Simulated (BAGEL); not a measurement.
# One shape, several levels: doublet CH3ClGe+

Wanted: a comparison of 4 runs (UHF/3-21G, ROHF/6-31G*, UHF/6-31G*, ROHF/cc-pVDZ) of doublet CH3ClGe+. 

The results are computed with BAGEL 1.2.2.

**1. The system as given**

CH3ClGe+: 6 atoms, total charge +1, spin state doublet. SMILES of the parent species: `[CH3][Ge][Cl]`. The coordinates come from a PBE0-D4/def2-TZVP relaxation. That shape belongs to the parent species and isn't relaxed for this state.

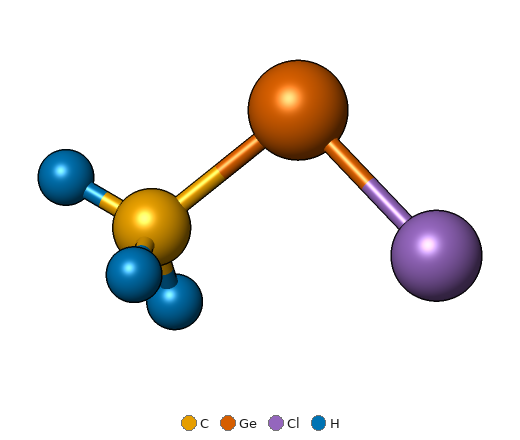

The structure, seen from a chosen angle (carbon amber, germanium orange, chlorine purple, hydrogen blue).

**2. The energy at UHF/3-21G (density fitting with qzvpp-jkfit) (run 1)**

input.json reads:

```json
{ "bagel": [

{
  "title": "molecule",
  "basis": "3-21g",
  "df_basis": "qzvpp-jkfit",
  "angstrom": true,
  "geometry": [
    { "atom": "C", "xyz": [      -0.360100,       0.453000,      -0.235800 ] },
    { "atom": "Ge", "xyz": [       1.405300,       0.063600,       0.581100 ] },
    { "atom": "Cl", "xyz": [       1.099300,      -2.105300,       0.776300 ] },
    { "atom": "H", "xyz": [      -0.475600,       1.516600,      -0.454300 ] },
    { "atom": "H", "xyz": [      -1.154600,       0.132300,       0.445100 ] },
    { "atom": "H", "xyz": [      -0.472200,      -0.124300,      -1.158500 ] }
  ]
},

{
  "title": "uhf",
  "charge": 1,
  "nopen": 1
},

{
  "title": "print",
  "file": "orbitals.molden",
  "orbitals": true
}

]}
```

The run is started by

```bash
BAGEL_NUM_THREADS=1 BAGEL input.json > input.out
```

What it wrote:

```text
* using 1 threads per process

  ===============================================================
  ===============================================================

  *** Geometry ***

  { "atom" : "C", "xyz" : [     -0.680490,      0.856046,     -0.445597 ] },
  { "atom" : "Ge", "xyz" : [      2.655632,      0.120187,      1.098120 ] },
  { "atom" : "Cl", "xyz" : [      2.077376,     -3.978440,      1.466994 ] },
  { "atom" : "H", "xyz" : [     -0.898754,      2.865959,     -0.858503 ] },
  { "atom" : "H", "xyz" : [     -2.181878,      0.250011,      0.841117 ] },
  { "atom" : "H", "xyz" : [     -0.892329,     -0.234893,     -2.189248 ] },

  Number of auxiliary basis functions:      523

  Since a DF basis is specified, we compute 2- and 3-index integrals:
    o Being stored without compression. Storage requirement is 0.010 GB

  Number of basis functions:       50
  Number of electrons      :       58

    * METHOD: MOLECULE                             0.19

  *** Open-shell HF ***

  === Nuclear Repulsion ===
   236.6079907662

      * DIIS with orbital gradients will be used.

  === UHF iteration (3-21g) ===
      0      -2561.66265120          0.02631312           0.12
      1      -2561.74728364          0.01206777           0.12
      2      -2561.76088621          0.00537944           0.12
      3      -2561.76463173          0.00093557           0.12
      4      -2561.76498975          0.00030122           0.12
      5      -2561.76502119          0.00012893           0.12
      6      -2561.76503268          0.00005187           0.12
      7      -2561.76503535          0.00002207           0.10
      8      -2561.76503596          0.00000625           0.08
      9      -2561.76503602          0.00000327           0.10
     10      -2561.76503603          0.00000175           0.12
     11      -2561.76503604          0.00000057           0.12
     12      -2561.76503604          0.00000027           0.12
     13      -2561.76503604          0.00000018           0.12
     14      -2561.76503604          0.00000010           0.12
     15      -2561.76503604          0.00000005           0.12
     16      -2561.76503604          0.00000003           0.12
     17      -2561.76503604          0.00000001           0.10
     18      -2561.76503604          0.00000000           0.08
    * SCF iteration converged.

    * S^2 (UHF) is 0.7723

    * Permanent dipole moment:
           (    0.027580,    -2.097263,     0.326691) a.u.

    * METHOD: UHF                                  2.27

    * METHOD: PRINT                                0.00

  ===============================================================
```

It took 2.6 s on 1 thread of Arm Neoverse V2, shared host; peak memory 0.089 GiB.

**3. A single-point energy at ROHF/6-31G(d) (density fitting with qzvpp-jkfit, spherical functions) (run 2)**

hf.json reads:

```json
{ "bagel" : [

{
  "title" : "molecule",
  "basis" : "6-31gs.json",
  "df_basis" : "qzvpp-jkfit",
  "angstrom" : true,
  "geometry" : [
    { "atom" : "C", "xyz" : [      -0.360100,       0.453000,      -0.235800 ] },
    { "atom" : "Ge", "xyz" : [       1.405300,       0.063600,       0.581100 ] },
    { "atom" : "Cl", "xyz" : [       1.099300,      -2.105300,       0.776300 ] },
    { "atom" : "H", "xyz" : [      -0.475600,       1.516600,      -0.454300 ] },
    { "atom" : "H", "xyz" : [      -1.154600,       0.132300,       0.445100 ] },
    { "atom" : "H", "xyz" : [      -0.472200,      -0.124300,      -1.158500 ] }
  ]
},

{
  "title" : "rohf",
  "charge" : 1,
  "nopen" : 1
},

{
  "title" : "print",
  "file" : "orbitals.molden",
  "orbitals" : true
}

]}
```

The basis set 6-31G* is read from a file made from the Basis Set Exchange's data (not shown).

The run is started by

```bash
BAGEL_NUM_THREADS=1 BAGEL hf.json > hf.out
```

What it wrote:

```text
* using 1 threads per process

  ===============================================================
  ===============================================================

  *** Geometry ***

  { "atom" : "C", "xyz" : [     -0.680490,      0.856046,     -0.445597 ] },
  { "atom" : "Ge", "xyz" : [      2.655632,      0.120187,      1.098120 ] },
  { "atom" : "Cl", "xyz" : [      2.077376,     -3.978440,      1.466994 ] },
  { "atom" : "H", "xyz" : [     -0.898754,      2.865959,     -0.858503 ] },
  { "atom" : "H", "xyz" : [     -2.181878,      0.250011,      0.841117 ] },
  { "atom" : "H", "xyz" : [     -0.892329,     -0.234893,     -2.189248 ] },

  Number of auxiliary basis functions:      523

  Since a DF basis is specified, we compute 2- and 3-index integrals:
    o Being stored without compression. Storage requirement is 0.021 GB

  Number of basis functions:       70
  Number of electrons      :       58

    * METHOD: MOLECULE                             0.26

  *** Open-shell HF ***

  === Nuclear Repulsion ===
   236.6079907662

      * DIIS with orbital gradients will be used.

  === ROHF iteration (6-31gs.json) ===
      0      -2573.78416745          0.02205215           0.18
      1      -2573.86535023          0.01252090           0.17
      2      -2573.88154347          0.00691261           0.18
      3      -2573.88753082          0.00131180           0.13
      4      -2573.88816311          0.00067823           0.15
      5      -2573.88850276          0.00039603           0.18
      6      -2573.88870782          0.00017970           0.18
      7      -2573.88882645          0.00008095           0.18
      8      -2573.88886228          0.00003599           0.18
      9      -2573.88887943          0.00001364           0.17
     10      -2573.88888401          0.00000743           0.12
     11      -2573.88888519          0.00000368           0.17
     12      -2573.88888484          0.00000142           0.18
     13      -2573.88888492          0.00000074           0.18
     14      -2573.88888486          0.00000044           0.18
     15      -2573.88888486          0.00000030           0.18
     16      -2573.88888485          0.00000013           0.15
     17      -2573.88888490          0.00000006           0.13
     18      -2573.88888493          0.00000003           0.18
     19      -2573.88888493          0.00000001           0.18
     20      -2573.88888493          0.00000001           0.18
    * SCF iteration converged.

    * S^2 (ROHF) is 0.7500

    * Permanent dipole moment:
           (    0.118374,    -1.720142,     0.309107) a.u.

    * METHOD: ROHF                                 3.75

    * METHOD: PRINT                                0.01

  ===============================================================
```

Run time: 4.2 s. Hardware: 1 thread of Arm Neoverse V2, shared host; peak memory 0.11 GiB.

Run 3 isn't shown in full; the table further down has it.

**4. A single-point energy at ROHF/cc-pVDZ (density fitting with qzvpp-jkfit) (run 4)**

input.json reads:

```json
{ "bagel" : [

{
  "title" : "molecule",
  "basis" : "cc-pvdz.json",
  "df_basis" : "qzvpp-jkfit",
  "angstrom" : true,
  "geometry" : [
    { "atom" : "C", "xyz" : [      -0.360100,       0.453000,      -0.235800 ] },
    { "atom" : "Ge", "xyz" : [       1.405300,       0.063600,       0.581100 ] },
    { "atom" : "Cl", "xyz" : [       1.099300,      -2.105300,       0.776300 ] },
    { "atom" : "H", "xyz" : [      -0.475600,       1.516600,      -0.454300 ] },
    { "atom" : "H", "xyz" : [      -1.154600,       0.132300,       0.445100 ] },
    { "atom" : "H", "xyz" : [      -0.472200,      -0.124300,      -1.158500 ] }
  ]
},

{ "title" : "rohf", "charge" : 1, "nopen" : 1 },

{ "title" : "print", "file" : "orbitals.molden", "orbitals" : true }

]}
```

The basis set cc-pVDZ is read from a file made from the Basis Set Exchange's data (not shown).

The run is started by

```bash
BAGEL_NUM_THREADS=1 BAGEL input.json > input.out
```

What it wrote:

```text
* using 1 threads per process

  ===============================================================
  ===============================================================

  *** Geometry ***

  { "atom" : "C", "xyz" : [     -0.680490,      0.856046,     -0.445597 ] },
  { "atom" : "Ge", "xyz" : [      2.655632,      0.120187,      1.098120 ] },
  { "atom" : "Cl", "xyz" : [      2.077376,     -3.978440,      1.466994 ] },
  { "atom" : "H", "xyz" : [     -0.898754,      2.865959,     -0.858503 ] },
  { "atom" : "H", "xyz" : [     -2.181878,      0.250011,      0.841117 ] },
  { "atom" : "H", "xyz" : [     -0.892329,     -0.234893,     -2.189248 ] },

  Number of auxiliary basis functions:      523

  Since a DF basis is specified, we compute 2- and 3-index integrals:
    o Being stored without compression. Storage requirement is 0.023 GB

  Number of basis functions:       74
  Number of electrons      :       58

    * METHOD: MOLECULE                             0.27

  *** Open-shell HF ***

  === Nuclear Repulsion ===
   236.6079907662

      * DIIS with orbital gradients will be used.

  === ROHF iteration (cc-pvdz.json) ===
      0      -2574.01324586          0.02737242           0.14
      1      -2574.13597727          0.01552473           0.17
      2      -2574.16433019          0.00707603           0.18
      3      -2574.17351132          0.00125416           0.19
      4      -2574.17412769          0.00041522           0.19
      5      -2574.17432099          0.00025724           0.19
      6      -2574.17439715          0.00013214           0.14
      7      -2574.17446189          0.00007272           0.16
      8      -2574.17447233          0.00003045           0.19
      9      -2574.17449078          0.00001260           0.19
     10      -2574.17449447          0.00000617           0.19
     11      -2574.17449628          0.00000263           0.19
     12      -2574.17449559          0.00000121           0.15
     13      -2574.17449591          0.00000041           0.15
     14      -2574.17449585          0.00000017           0.19
     15      -2574.17449589          0.00000007           0.19
     16      -2574.17449592          0.00000002           0.19
     17      -2574.17449593          0.00000001           0.19
    * SCF iteration converged.

    * S^2 (ROHF) is 0.7500

    * Permanent dipole moment:
           (    0.132348,    -1.705051,     0.312792) a.u.

    * METHOD: ROHF                                 3.38

    * METHOD: PRINT                                0.01

  ===============================================================
```

It took 3.9 s on 1 thread of Arm Neoverse V2, shared host; peak memory 0.12 GiB.

**5. The series**

| run | level | energy (Eh) | ⟨S²⟩ | wall time |
| --- | --- | --- | --- | --- |
| 1 | UHF/3-21G (density fitting with qzvpp-jkfit) | -2561.765036 | 0.772 | 2.6 s |
| 2 | ROHF/6-31G* (density fitting with qzvpp-jkfit, spherical functions) | -2573.888885 | 0.750 | 4.2 s |
| 3 | UHF/6-31G* (density fitting with qzvpp-jkfit, spherical functions) | -2573.894778 | 0.779 | 4.2 s |
| 4 | ROHF/cc-pVDZ (density fitting with qzvpp-jkfit) | -2574.174496 | 0.750 | 3.9 s |

**6. What came out**

| quantity | value |
| --- | --- |
| run 4: total energy | -2574.17450 Eh |
| run 4: ⟨S²⟩ | 0.750 |

Over the runs the total energy spans 337.679 eV. All runs together took 15 s, the longest 4.2 s.
